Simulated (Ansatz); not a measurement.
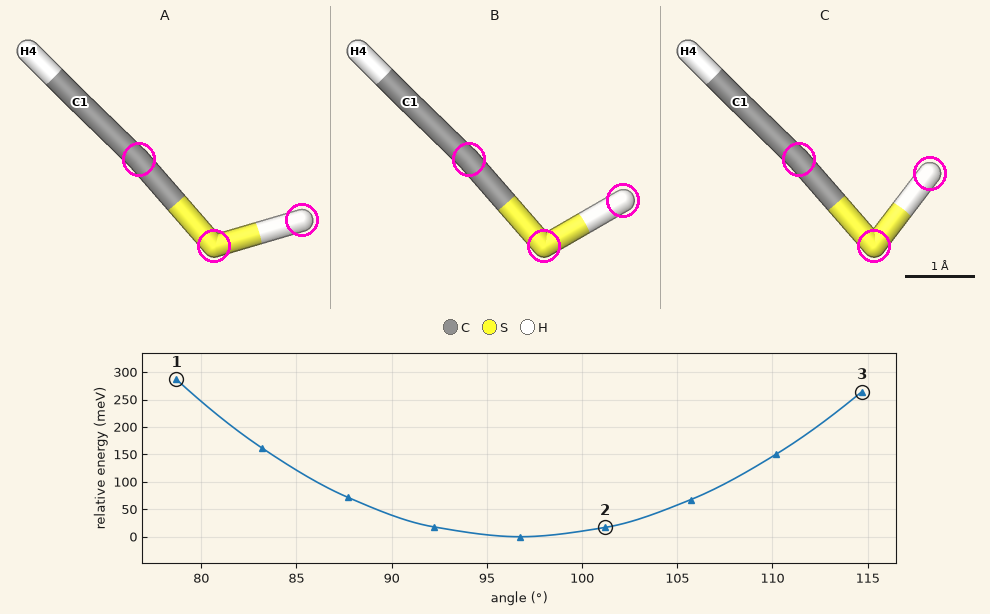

Energy scan for C2H2S, in which one H–S–C angle is varied, with the rest of the molecule carried along rigidly. The frames are shuffled; the numbered points of the plot belong to them. A stick model, seen onto the plane of the angle. The ringed atoms are those of the scanned coordinate.

Computed with Ansatz: PBE0-D4, basis def2-TZVPP, on geometries moved rigidly from the minimum at PBE0-D4/def2-TZVP. Energies are counted from the PBE0-D4/def2-TZVP minimum geometry at the same level.

> Which frame belongs to which numbered point?

Point 1 is frame C (the angle 78.7°, 286.5 meV); 2 is frame B (the angle 101.2°, 16.9 meV); 3 is frame A (the angle 114.7°, 264.5 meV). The lowest computed point lies at the angle 96.7° (0.0 meV). At the ends of the scan the energy is 286.5 meV (78.7°) and 264.5 meV (114.7°). The curvature at the lowest point is about 5.6 eV/rad².
